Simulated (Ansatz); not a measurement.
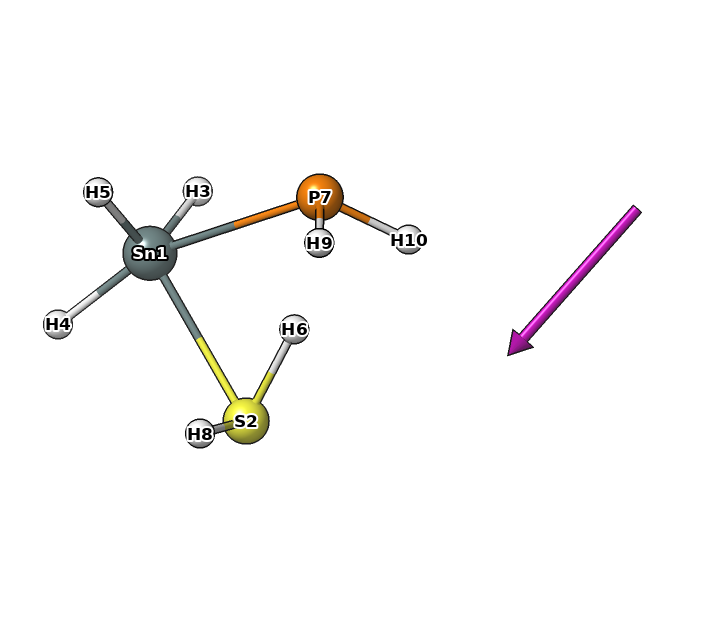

The arrow beside the molecule shows the direction of the dipole moment, from the negative to the positive end (its length means nothing). The computed structure is the end point of a PBE0-D4/def2-TZVP saddle-point search. Method: RKS PBE0-D4/def2-TZVP, core potentials on Sn (Ansatz 0.2.0).

Estimate the dipole moment.

1.76 D; it points from the side of H10 to the side of H4 (the outermost atoms at the two ends).
